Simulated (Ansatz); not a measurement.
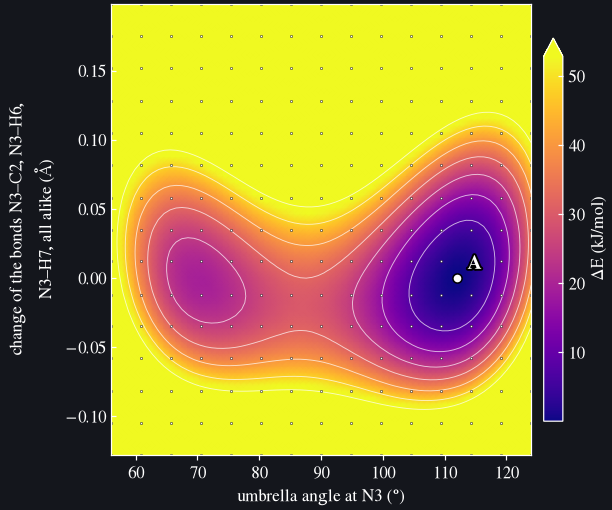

C2H4N, SMILES [CH-]=CN, charge −1. The first coordinate is: umbrella angle at N3 (between each of its bonds and their common axis; 90 is planar); the second: change of the bonds N3–C2, N3–H6, N3–H7, all alike. Nothing is relaxed (all other coordinates rigid). The grid has 15 × 15 points. Points are written as (first, second). All energies are given in kJ/mol relative to the relaxed molecule at the same level. Level of theory: RHF-MP2, frozen core/def2-TZVPD (Ansatz).

Drawn: a smooth colour map with a few white contour lines, dots at the grid points, one colour for all values above the top of the scale, the well A. Between grid points the surface is interpolated.

### Where is the minimum, and how stiff is the well along each coordinate? Take the well at A.

The interpolated minimum is at the first coordinate ≈ 112.0°, the second coordinate ≈ 0.000 Å. The curvatures there are about 13 eV/rad² and 113 eV/Å², with a cross term of about −11 eV/(rad·Å). Round the minimum the valley is somewhat tilted: raising the first coordinate shifts the best value of the second coordinate upwards (coupling k₁₂/√(k₁₁k₂₂) about −0.3). (1 eV is 96.5 kJ/mol.)
